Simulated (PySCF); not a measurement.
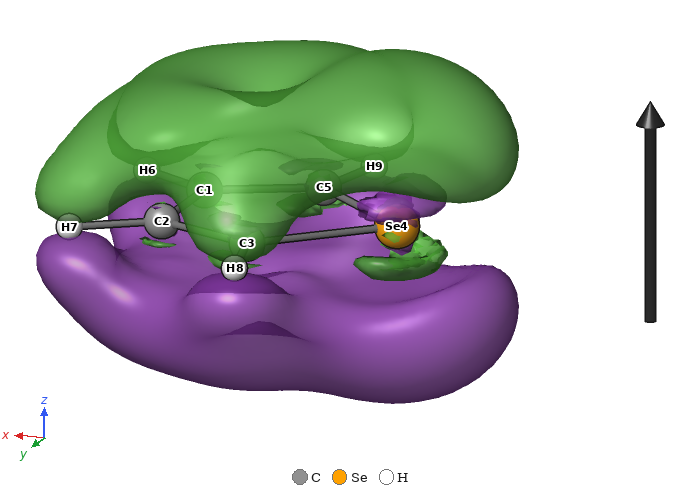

Figure 1: C4H4Se, SMILES `c1cc[se]c1`. Change of the electron density in a uniform field of 0.21 V/Å along +z (arrow), surfaces at ±0.0008 e/Å³ (purple: gain, green: loss).

Level of theory: PBE/def2-TZVP (PySCF), at a geometry from GFN2-xTB. No frequency check shows the geometry to be a minimum. A basis without diffuse functions makes polarisabilities too small. GFN2-xTB bond lengths at metals and heavier atoms can be off by up to 0.1 Å and shapes distorted, which carries into these values.

Input script:

```python
import numpy as np
from pyscf import gto, scf, dft
from pyscf.scf import atom_ks, atom_hf
from scipy.linalg import block_diag

def solve(mol, dm0=None, hcore=None):
    mf = (dft.UKS if mol.spin else dft.RKS)(mol, xc='pbe')
    mf.grids.level = 3
    mf = mf.density_fit(auxbasis='def2-universal-jkfit')
    mf.conv_tol, mf.max_cycle = 1e-8, 80
    if hcore is not None:
        mf.get_hcore = lambda *args: hcore
    mf.kernel(dm0)
    if not mf.converged:
        mf = mf.newton().run(mf.mo_coeff, mf.mo_occ, max_cycle=30)
    assert mf.converged, 'SCF not converged'
    return mf

mol = gto.M(atom='''
C      1.67390    -0.70814     0.00000
C      1.67389     0.70816     0.00000
C      0.43945     1.27082     0.00000
Se    -0.91010     0.00000     0.00000
C      0.43948    -1.27082     0.00000
H      2.58162    -1.28775     0.00000
H      2.58159     1.28779     0.00000
H      0.20995     2.32119     0.00000
H      0.21000    -2.32120     0.00000
''', basis='def2-tzvp', charge=0, spin=0, verbose=4)
field = np.array([0.0, 0.0, 0.004])  # atomic units
mol.set_common_orig(mol.atom_charges() @ mol.atom_coords() / mol.atom_charges().sum())
mf = solve(mol)
out = dict(dm0=mf.make_rdm1(), d0=mf.dip_moment(unit='AU'), e0=mf.e_tot)
for name, sign in (('p', 1), ('m', -1)):
    h = mf.get_hcore() + sign * np.einsum('x,xij->ij', field, mol.intor('int1e_r'))
    mi = solve(mol, mf.make_rdm1(), h)
    out.update({'dm' + name: mi.make_rdm1(), 'd' + name: mi.dip_moment(unit='AU'), 'e' + name: mi.e_tot})
# spherically averaged free atoms, for the promolecule
atm = atom_ks.get_atm_nrks(mol, xc='pbe')
pro = block_diag(*[(atm[a[0]][2] * atm[a[0]][3]) @ atm[a[0]][2].T for a in mol._atom])
np.savez('result.npz', pro=pro, **out)
```

Launched as:

```sh
OMP_NUM_THREADS=1 python input.py
```

The run took 82 s on 1 thread of Arm Neoverse V2, with other jobs on the host, peak memory 0.67 GiB.

Partitions, critical points and surface values were worked out afterwards from this run's density.

### What dipole is induced, and what polarisability does it imply?

The induced dipole is 0.43 D (along the field); α along this axis, from the fields in both directions, is 42 bohr³ (6.2 Å³).

### Which atoms gain and lose the most charge?

Hardly any: no atom's Hirshfeld charge changes by as much as 0.002 e. The density shifts from one side of each atom to the other; 0.041 electrons are displaced in all.
